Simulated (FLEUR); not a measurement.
# Collinear magnetic orders of MnF2 with FLEUR, part 2 of 3

Wanted: the moments of MnF2 and the energy of each order that was tried.

FLEUR MaX-R8.1; LDA (VWN) with U = 4 eV on Mn d; all-electron FLAPW, Dirac cores, scalar-relativistic bands.

So far, largest spin moment in the muffin-tin sphere (μB): step 2 (start 1: ferro ++) 4.72.

**3. Run 2 (antiferro +-)**

An opposed order shows whether neighbours prefer unlike signs.

The input, inp.xml:

```
<?xml version="1.0" encoding="UTF-8" standalone="no"?>
<fleurInput fleurInputVersion="0.39">
   <comment>
      MnF2
   </comment>
   <calculationSetup>
      <cutoffs Kmax="4.29" Gmax="12.9" GmaxXC="12.9" numbands="0"/>
      <scfLoop itmax="130" minDistance="0.0001" maxIterBroyd="15" imix="Anderson" alpha="0.05" precondParam="0.0" spinf="2.0" sdNocoIR="T"/>
      <coreElectrons ctail="T" frcor="F" kcrel="0" coretail_lmax="0"/>
      <xcFunctional name="vwn" relativisticCorrections="F"/>
      <magnetism jspins="2"/>
      <soc l_soc="F" theta="0.0" phi="0.0" spav="F"/>
      <expertModes spex="0" secvar="F"/>
      <geometryOptimization l_f="F" forcealpha="1.0" forcemix="BFGS" epsdisp="0.00001" epsforce="0.00001"/>
      <ldaU l_linMix="F" mixParam="0.05" spinf="1.0"/>
   </calculationSetup>
   <cell>
      <bzIntegration valenceElectrons="58.0" mode="hist" fermiSmearingEnergy="0.00183747">
         <kPointListSelection listName="default-1"/>
         <xi:include xmlns:xi="http://www.w3.org/2001/XInclude" href="kpts.xml"> </xi:include>
      </bzIntegration>
      <xi:include xmlns:xi="http://www.w3.org/2001/XInclude" href="sym.xml"> </xi:include>
      <bulkLattice scale="1.0">
         <bravaisMatrix>
            <row-1>    9.2101471860754796     0.0000000000000000     0.0000000000000000</row-1>
            <row-2>    0.0000000000000000     9.2101471860754796     0.0000000000000000</row-2>
            <row-3>    0.0000000000000000     0.0000000000000000     6.2563162807132198</row-3>
         </bravaisMatrix>
      </bulkLattice>
   </cell>
   <atomSpecies>
      <species name="Manganese 4.501" element="Mn" atomicNumber="25">
         <mtSphere radius="2.48" gridPoints="819" logIncrement="0.015"/>
         <atomicCutoffs lmax="10" lnonsphr="8"/>
         <electronConfig flipSpins="F">
            <coreConfig>(1s1/2) (2s1/2) (2p1/2) (2p3/2)</coreConfig>
            <valenceConfig>(3s1/2) (3p1/2) (3p3/2) (4s1/2) (3d3/2) (3d5/2)</valenceConfig>
            <stateOccupation state="(3d3/2)" spinUp="1.7505" spinDown="0.2495"/>
            <stateOccupation state="(3d5/2)" spinUp="3.0" spinDown="0.0"/>
         </electronConfig>
         <energyParameters s="4" p="4" d="3" f="4"/>
         <ldaU l="2" U="4.0" J="0.0" l_amf="F"/>
         <lo type="SCLO" l="0" n="3" eDeriv="0"/>
         <lo type="SCLO" l="1" n="3" eDeriv="0"/>
      </species>
      <species name="Manganese -4.501" element="Mn" atomicNumber="25">
         <mtSphere radius="2.48" gridPoints="819" logIncrement="0.015"/>
         <atomicCutoffs lmax="10" lnonsphr="8"/>
         <electronConfig flipSpins="F">
            <coreConfig>(1s1/2) (2s1/2) (2p1/2) (2p3/2)</coreConfig>
            <valenceConfig>(3s1/2) (3p1/2) (3p3/2) (4s1/2) (3d3/2) (3d5/2)</valenceConfig>
            <stateOccupation state="(3d3/2)" spinUp="0.2495" spinDown="1.7505"/>
            <stateOccupation state="(3d5/2)" spinUp="0.0" spinDown="3.0"/>
         </electronConfig>
         <energyParameters s="4" p="4" d="3" f="4"/>
         <ldaU l="2" U="4.0" J="0.0" l_amf="F"/>
         <lo type="SCLO" l="0" n="3" eDeriv="0"/>
         <lo type="SCLO" l="1" n="3" eDeriv="0"/>
      </species>
      <species name="Fluorine (F)" element="F" atomicNumber="9">
         <mtSphere radius="1.4" gridPoints="463" logIncrement="0.023"/>
         <atomicCutoffs lmax="6" lnonsphr="4"/>
         <electronConfig flipSpins="F">
            <coreConfig>(1s1/2)</coreConfig>
            <valenceConfig>(2s1/2) (2p1/2) (2p3/2)</valenceConfig>
            <stateOccupation state="(2p1/2)" spinUp="0.833333" spinDown="0.833333"/>
            <stateOccupation state="(2p3/2)" spinUp="1.666667" spinDown="1.666667"/>
         </electronConfig>
         <energyParameters s="2" p="2" d="3" f="4"/>
      </species>
   </atomSpecies>
   <atomGroups>
      <atomGroup species="Manganese 4.501">
         <relPos label="                   1">.0000000000 .0000000000 .0000000000</relPos>
         <force calculate="T" relaxXYZ="TTT"/>
      </atomGroup>
      <atomGroup species="Manganese -4.501">
         <relPos label="                   2">1.000/2.000 1.000/2.000 1.000/2.000</relPos>
         <force calculate="T" relaxXYZ="TTT"/>
      </atomGroup>
      <atomGroup species="Fluorine (F)">
         <relPos label="                   3">.3053000000 .3053000000 .0000000000</relPos>
         <relPos label="                   5">-.3053000000 -.3053000000 .0000000000</relPos>
         <force calculate="T" relaxXYZ="TTT"/>
      </atomGroup>
      <atomGroup species="Fluorine (F)">
         <relPos label="                   4">.1947000000 -.1947000000 1.000/2.000</relPos>
         <relPos label="                   6">-.1947000000 .1947000000 1.000/2.000</relPos>
         <force calculate="T" relaxXYZ="TTT"/>
      </atomGroup>
   </atomGroups>
   <output dos="F" band="F" slice="F">
      <bandDOS minEnergy="-.5*Htr" maxEnergy="0.5*Htr" sigma="0.015" storeEVData="T"/>
      <plotting iplot="0" polar="F">
         <plot TwoD="T" vec1="  1.0  0.0  0.0" vec2="  0.0  1.0  0.0" vec3="  0.0  0.0  1.0" zero="  0.0  0.0  0.0" file="plot"/>
      </plotting>
      <moessbauerParams electricFieldGradient="F" isomerShift="F" coreHyperfine="F" valenceHyperfine="F"/>
   </output>
</fleurInput>
```

The input, crystal.txt:

```
MnF2
&input film=F cartesian=F /
4.87380000000  0.00000000000  0.00000000000
0.00000000000  4.87380000000  0.00000000000
0.00000000000  0.00000000000  3.31070000000
1.8897261246
1.0 1.0 1.0

6
25 0.00000000000  0.00000000000  0.00000000000 : 4.501
25 0.50000000000  0.50000000000  0.50000000000 : -4.501
9 0.30530000000  0.30530000000  0.00000000000
9 0.19470000000  0.80530000000  0.50000000000
9 0.69470000000  0.69470000000  0.00000000000
9 0.80530000000  0.19470000000  0.50000000000

&kpt div1=6 div2=6 div3=6 gamma=T /
```

Command:

```console
$ OMP_NUM_THREADS=1 inpgen -f crystal.txt > inpgen.log  # inp.xml is then edited as shown
$ OMP_NUM_THREADS=1 mpirun -n 4 fleur_MPI > fleur.log
```

What it wrote:

```text
[banner, memory and clock lines left out]
Welcome to FLEUR        (www.flapw.de)
      MaX-Release 8.1          (www.max-centre.eu)

 ========== k-point set info ==========
 Selected k-point list: default-1
 k-point list type: mesh
 6 x 6 x 6
 Number of k points: 52

 ------------Calculation Setup---------------------------
 Number of PE/node        :            4
 Number of OMP-threads    :            1
 k-points in parallel     :            4
 pe's per k-point         :            1
 No of k-point loops      :           13
 Eigenvalue solver        :       lapack
 Number of basis functions:          761
 Approximate size of matrices (H+S) per k-point:         0.009 GB
 no density matrix found ... skipping LDA+U
 Reset of history
 Iteration:     1   Distance:      13.36846035 me/bohr^3
 Iteration:     2   Distance:      12.41559437 me/bohr^3
 Iteration:     3   Distance:      11.04836043 me/bohr^3
 Iteration:     4   Distance:       6.65098687 me/bohr^3
 Iteration:     5   Distance:       4.18379455 me/bohr^3
 Iteration:     6   Distance:       1.74215700 me/bohr^3
 Iteration:     7   Distance:       0.45963896 me/bohr^3
 Iteration:     8   Distance:       0.49541129 me/bohr^3
 Iteration:     9   Distance:       0.05095020 me/bohr^3
 Iteration:    10   Distance:       0.02021151 me/bohr^3
 Iteration:    11   Distance:       0.00496017 me/bohr^3
 Iteration:    12   Distance:       0.00421369 me/bohr^3
 Iteration:    13   Distance:       0.00080893 me/bohr^3
 Iteration:    14   Distance:       0.00026630 me/bohr^3
 Iteration:    15   Distance:       0.00018275 me/bohr^3
 Iteration:    16   Distance:       0.00003372 me/bohr^3

 ********************************************************************
 Run finished successfully
 Stop message:
   all done
 ********************************************************************

--- out.xml (last complete iteration) ---
<iteration numberForCurrentRun="   16" overallNumber="   16">
         [... left out ...]
         <bandgap value="3.2929550784" units="eV"/>
         <sumValenceSingleParticleEnergies value="-37.3073570372" units="Htr"/>
         <FermiEnergy value="0.0769668284" units="Htr"/>
         <valenceDensity>
            <mtCharges spin="1">
               <mtCharge atomType="1" total="9.2093061" s="1.1200183" p="3.1470074" d="4.8789254" f="0.0414090"/>
               <mtCharge atomType="2" total="4.5108664" s="1.1008331" p="3.1296033" d="0.2181494" f="0.0405265"/>
               <mtCharge atomType="3" total="2.8059857" s="0.8014229" p="2.0032687" d="0.0011013" f="0.0001558"/>
               <mtCharge atomType="4" total="2.8240437" s="0.8032019" p="2.0189029" d="0.0016534" f="0.0002349"/>
            </mtCharges>
            <mtCharges spin="2">
               <mtCharge atomType="1" total="4.5108664" s="1.1008331" p="3.1296033" d="0.2181494" f="0.0405265"/>
               <mtCharge atomType="2" total="9.2093061" s="1.1200183" p="3.1470074" d="4.8789254" f="0.0414090"/>
               <mtCharge atomType="3" total="2.8240437" s="0.8032019" p="2.0189029" d="0.0016534" f="0.0002349"/>
               <mtCharge atomType="4" total="2.8059857" s="0.8014229" p="2.0032687" d="0.0011013" f="0.0001558"/>
            </mtCharges>
            <spinDependentCharge spin="1" total="29.0000000" interstitial="4.0197689" mtSpheres="24.9802311"/>
            <spinDependentCharge spin="2" total="29.0000000" interstitial="4.0197689" mtSpheres="24.9802311"/>
            <totalCharge value="58.0000000000"/>
         </valenceDensity>
         [... left out ...]
         <magneticMomentsInMTSpheres units="muBohr">
            <globalMagMoment atomType="1" vec="0.00000   0.00000   4.69844"/>
            <localMagMoment atomType="1" vec="0.00000   0.00000   4.69844"/>
            <globalMagMoment atomType="2" vec="0.00000   0.00000  -4.69844"/>
            <localMagMoment atomType="2" vec="0.00000   0.00000  -4.69844"/>
            <globalMagMoment atomType="3" vec="0.00000   0.00000  -0.01806"/>
            <localMagMoment atomType="3" vec="0.00000   0.00000  -0.01806"/>
            <globalMagMoment atomType="4" vec="0.00000   0.00000   0.01806"/>
            <localMagMoment atomType="4" vec="0.00000   0.00000   0.01806"/>
         </magneticMomentsInMTSpheres>
         [... left out ...]
         <totalEnergy value="    -2710.5390992247" units="Htr">
            <sumOfEigenvalues value="    -1548.6281996118">
               <coreElectrons value="-1511.3208425746"/>
               <valenceElectrons value="-37.3073570372"/>
            </sumOfEigenvalues>
            <densityCoulombPotentialIntegral value="-4099.9177385687"/>
            <densityEffectivePotentialIntegral value="-4284.7844756433"/>
            <chargeDenXCDenIntegral value="-139.8123639024"/>
            <FockExchangeEnergyValence value="0.0000000000"/>
            <FockExchangeEnergyCore value="0.0000000000"/>
         [... left out ...]
            <dftUCorrection value="-0.7022785825"/>
            <tkbTimesEntropy value="0.0000000000"/>
            <freeEnergy value="-2710.5390992247"/>
            <extrapolationTo0K value="-2710.5390992247"/>
         </totalEnergy>
         [... left out ...]
         <ldaUDensityMatrixConvergence>
            <distance spin="1" distance="0.000001"/>
            <distance spin="2" distance="0.000001"/>
         </ldaUDensityMatrixConvergence>
         <densityConvergence units="me/bohr^3">
            <chargeDensity spin="1" distance="0.0000185062"/>
            <chargeDensity spin="2" distance="0.0000185122"/>
            <overallChargeDensity distance="0.0000337181"/>
            <spinDensity distance="0.0000152791"/>
         </densityConvergence>
      </iteration>
```

Elapsed: 58 s, on 4 MPI ranks of Intel Xeon 6975P-C (Granite Rapids), shared host; peak memory 0.45 GiB; 3.8 min of CPU time.

Spin moment in the muffin-tin sphere by atom:

```tsv
atom	spin moment in the muffin-tin sphere (μB)
Mn1	4.70
Mn2	-4.70
F3	-0.02
F4	0.02
F5	-0.02
F6	0.02
```

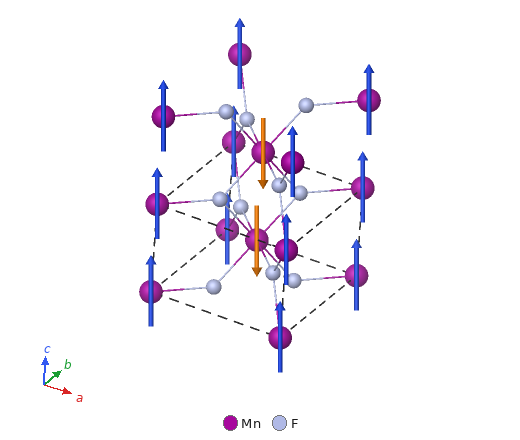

Spin moment in the muffin-tin sphere as arrows, the longest 4.70 μB. Up and down stand for the sign. Arrows give size and sign along the axis of quantisation, drawn up and down the page. The two directions have two colours. 1×1×2 cells are drawn. Some periodic images of atoms are drawn too.

Read from the output:

- free energy: -73757.5264 eV
- program's band gap on this mesh (in a metal only a level spacing): 3.293 eV
- magnetization: 0 μB
- final state: antiferromagnetic

It lies 20.6 meV a seeded atom under the first start, and its largest moment is 4.70 μB against 4.72 μB.

**4. The states side by side**

Free energies are divided by the number of seeded atoms.

Orders:

```tsv
start	final state	typed order kept	energy over the lowest (meV a seeded atom)	largest sphere moment (μB)	net moment (μB a primitive cell)	mesh matched	CPU time (s)
ferro ++	ferromagnetic	yes	20.56	4.723	10	yes	165.8
antiferro +-	antiferromagnetic	yes	0	4.698	0	yes	230.6
```

(Continued in part 3 of 3.)

[Logs and program files are shortened in this print: banners, set-up blocks, solver, clock and traceback lines can be left out without a mark of their own.]

[Logs are printed without paths, hosts, clocks, repeated set-up lines and the standing remarks that a program may print on its own settings, such as how far it seeks lower states.]

[Hosts, paths, dates, database ids (printed as entryN), source tags and the programs' standing remarks are cut or masked in the printed files.]

[Where a cell is said to come from a database of computed structures, the database is the Materials Project.]
